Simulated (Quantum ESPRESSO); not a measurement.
Effort and miss along a sweep of ecutwfc: ZrZnF6 (Fm-3m, 8 atoms in the cell)

Cell: a = 5.6977 Å, b = 5.6977 Å, c = 5.6977 Å, α = 60.00°, β = 60.00°, γ = 60.00°.

Method of the run: PBEsol, PseudoDojo standard norm-conserving (PBESOL) pseudopotentials (plane waves; Quantum ESPRESSO).

Base settings: ecutwfc = 85 Ry; occupations = fixed; potentials = {Zr: Zr.upf, Zn: Zn.upf, F: F.upf}; K_POINTS = automatic 4 4 4 0 0 0; nbnd = 45; conv_thr = 1e-10 Ry.

Misses are taken against the tightest run, 170 Ry, which need not be fully converged itself. The energy is the free energy per atom.

The count of work is k-points × plane waves × bands × iterations; it is no time, and leaves out set-up, grids and terms that scale otherwise. Core times come from one kind of shared machine and are given to one figure; runs under 30 s give none.

The starting cell comes from a database of computed structures (which also holds hypothetical and non-ambient phases and stackings), without a prior relaxation at this level.

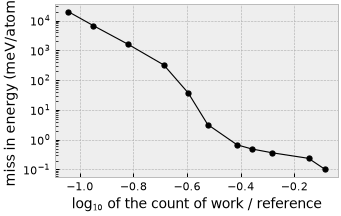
*Miss against the count of work; the reference run is not drawn, and misses under 0.1 meV/atom are drawn there.*

```
ecutwfc  energy less reference (meV/atom)  pressure less reference (GPa)  largest difference in the force on any atom (eV/Å)  count of work / reference  core time / reference (rough)
-------  --------------------------------  -----------------------------  --------------------------------------------------  -------------------------  -----------------------------
34 Ry                            20028.27                        -546.10                                               0.518                      0.091                              –
42 Ry                             6793.47                        -272.96                                               0.548                       0.11                            0.1
51 Ry                             1587.11                         -94.55                                               0.110                       0.15                            0.2
59 Ry                              323.04                         -26.96                                               0.029                       0.21                            0.2
68 Ry                               36.94                          -4.48                                               0.005                       0.25                            0.3
76 Ry                                3.24                          -0.50                                               0.000                       0.30                            0.3
85 Ry                                0.67                           0.00                                               0.000                       0.39                            0.5
98 Ry                                0.49                           0.00                                               0.000                       0.44                            0.5
110 Ry                               0.36                           0.00                                               0.000                       0.52                            0.6
128 Ry                               0.24                           0.00                                               0.000                       0.71                            0.9
149 Ry                               0.06                           0.00                                               0.000                       0.82                              1
170 Ry                               0.00                           0.00                                               0.000                        1.0                              1
```

Coarsest setting among those run that, with all tighter ones, holds the energy within 20 meV/atom of the reference: 76 Ry, off by 3.2 meV/atom; it needs 0.30 of the reference's count of work and about 0.3 of the reference's time.

The step from 51 Ry to 149 Ry: it takes the miss in the energy from 1600 to 0.06 meV/atom, for 5.4 times the count of work and roughly 7 times the time.
